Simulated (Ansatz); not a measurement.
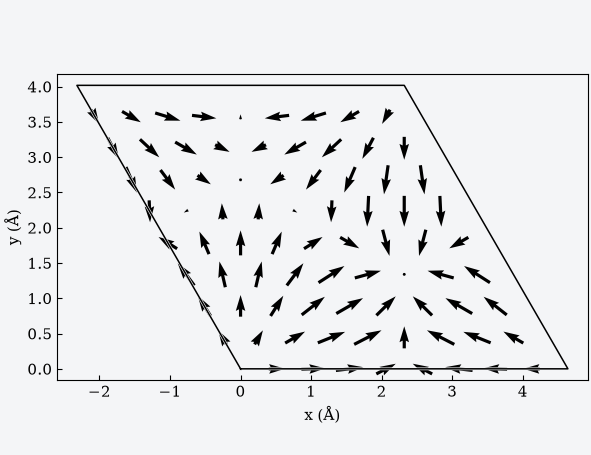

K on a Ta(111) slab cut from the Im-3m phase, its upper half relaxed before the scan (6 atoms of substrate and one adsorbate in a 1 × 1 cell). K is moved over the surface cell; relaxed at each place: the height of the adsorbate's atoms; substrate rigid; the origin of the map has the adsorbate above Ta6. Places are given modulo a cell vector. The map is drawn in real space over the plane of the surface. The grid has 9 × 9 points; 19 points were computed and 62 follow by symmetry. With one adsorbate in each 1 × 1 cell, its nearest image is 4.6 Å away, so neighbouring adsorbates interact. Method: Ansatz, DFT PBEsol, scalar-relativistic, plane waves, PAW. Settings: cutoff 420 eV, k-mesh 6×6×1, gaussian smearing 0.1 eV, no spin polarisation.

Drawn: arrows along the force (downhill), their lengths compressed, the outline of one cell of the plane.

The arrows alone are given. Where are the wells?

The arrows converge at a threefold hollow over a third-layer Ta atom, (6/9, 3/9) of the cell vectors; a threefold hollow over a second-layer Ta atom, (3/9, 6/9) of the cell vectors (0.230 eV up) (read from the interpolated surface).

The energy map of the same scan:

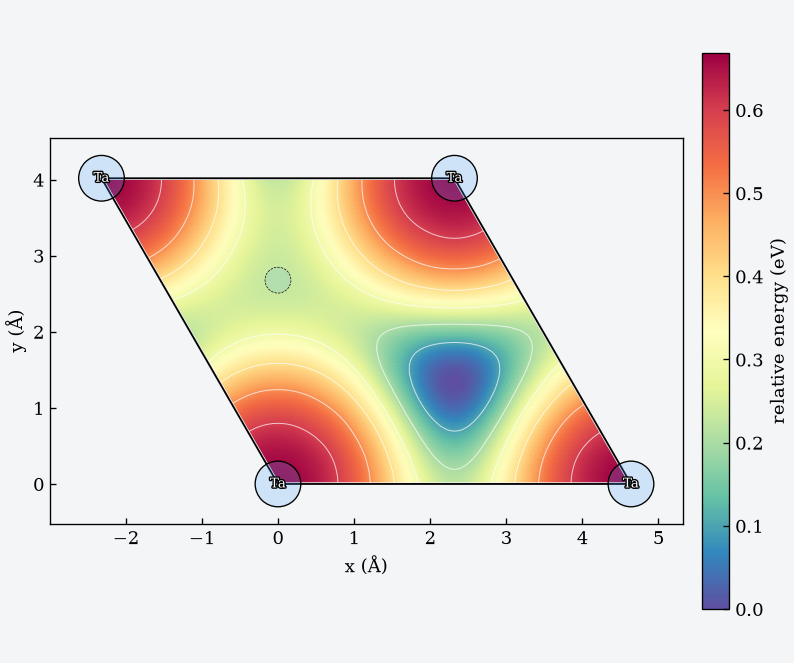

Energies are in eV, from the lowest grid point; between grid points the surface is interpolated.

PAW datasets: the set soft_1.
